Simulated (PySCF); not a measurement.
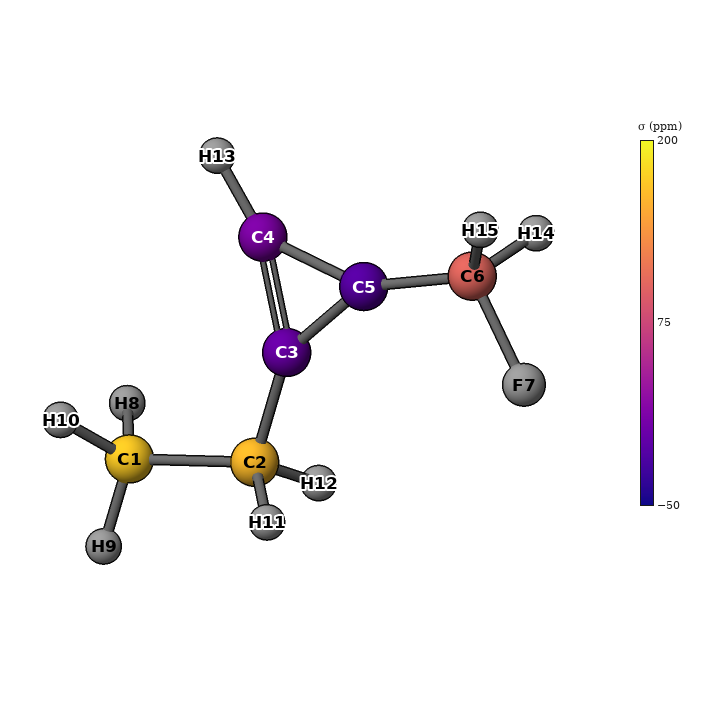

Atoms are coloured by their isotropic NMR shieldings (C only, the others grey). State: charge +1, singlet. Geometry: a frame of a GFN2-xTB molecular-dynamics simulation, not a minimum. Properties computed with GIAO PBE0/pcSseg-1 NMR shielding, non-relativistic, gas phase (PySCF 2.14.0).

Question: Which C atom is the most shielded (lowest chemical shift)?

Answer: C1 (172.9 ppm).

Question: Which C atom is the least shielded (highest chemical shift)?

Answer: C5 (−10.7 ppm).

Question: How wide is the range of C shifts?

Answer: 183.6 ppm.

Give the isotropic NMR shieldings of the C atoms atom by atom.

```csv
atom,σ (ppm)
C1,172.9
C2,163.0
C3,−0.2
C4,13.8
C5,−10.7
C6,102.7
```
